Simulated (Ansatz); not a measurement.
Al (fcc, Cu type)

```
CELL_PARAMETERS angstrom
      4.03999     0.00000     0.00000
      0.00000     4.03999     0.00000
      0.00000     0.00000     4.03999
ATOMIC_POSITIONS crystal
  Al 0.00000 0.00000 0.00000
  Al 0.50000 0.50000 0.00000
  Al 0.50000 0.00000 0.50000
  Al 0.00000 0.50000 0.50000
```

Scan: atom 1 (Al, nearest neighbour Al at 2.857 Å; its periodic images, 4.0 Å or more away, move with it) is displaced along Cartesian [111], direction (0.577, 0.577, 0.577) in Cartesian axes, by s. The other atoms stay.

These are PBE (plane waves to 420 eV, PAW, scalar-relativistic; Ansatz, a quantum-chemistry and plane-wave program) values and carry that method's errors. k mesh 9×9×9 (Γ-centred), Fermi-Dirac smearing 0.05 eV. E stands for the smeared free energy. Stress and pressure are positive under compression. With partly filled bands, energies and forces of such displacements shift with the k mesh and the smearing. On this mesh the relaxed cell isn't quite at rest: it carries a pressure of 0.2 GPa (compression positive) at the zero of the scan. Al was relaxed with its symmetry unable to fall. The PAW data are Ansatz's earlier set. The zero of ΔE is the undisplaced structure.

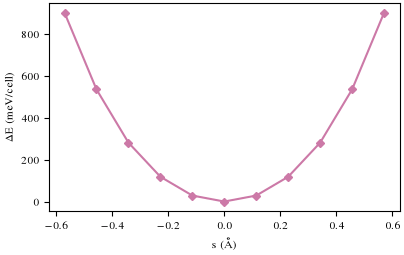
Fig. 1. ΔE (meV/cell) against s (Å); one marker a computed point.

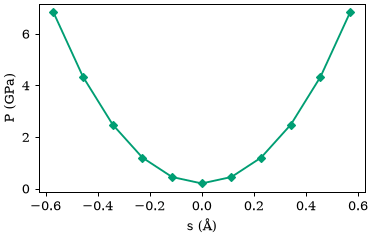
Fig. 1. P (GPa) against s (Å); one marker a computed point.

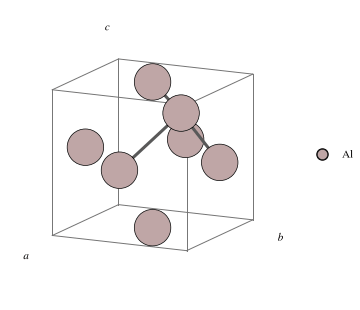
The cell of the calculation at s = -0.570 Å.

The force along the line at s = -0.570 Å is 3.76 eV/Å. The force constant k = d²E/ds² at s = 0 (finite differences) comes out as 4.35 eV/Å². Symmetry of the curve: even: the same for both signs. Shape of the curve: a single well with its minimum at or next to zero displacement. Harmonic estimate at the end of the scan: ½ks² = 706 meV/cell against the computed 901 meV/cell, so the well is stiffer than harmonic there.

With its periodic images moving along, the atom's site symmetry in this cell is m-3m.

(For displaced atoms, the force is minus the slope of the energy, and its curvature is a force constant, which sets phonon frequencies.)
